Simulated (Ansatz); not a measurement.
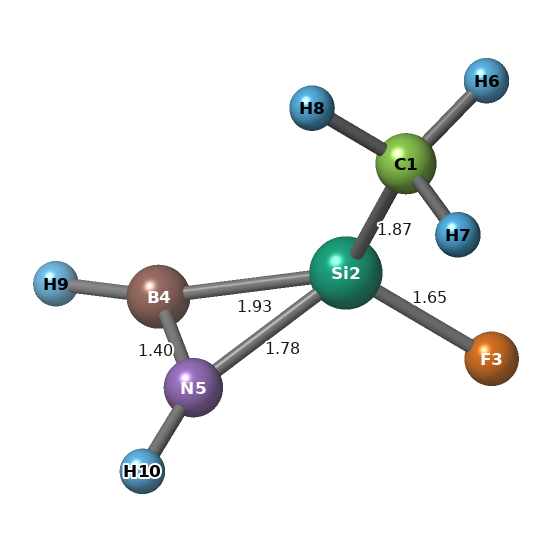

The numbers beside the sticks are distances in Å. Sticks don't show bond order. The computed structure is the end point of a PBE-D4/def2-SVP optimisation. No frequency run is at hand to confirm it as a minimum.

### Assign a bond order to each marked bond.

C1–Si2 single; Si2–F3 single; Si2–B4 single; Si2–N5 single; B4–N5 single.

### Give the structure as SMILES.

C[Si@]1(F)BN1
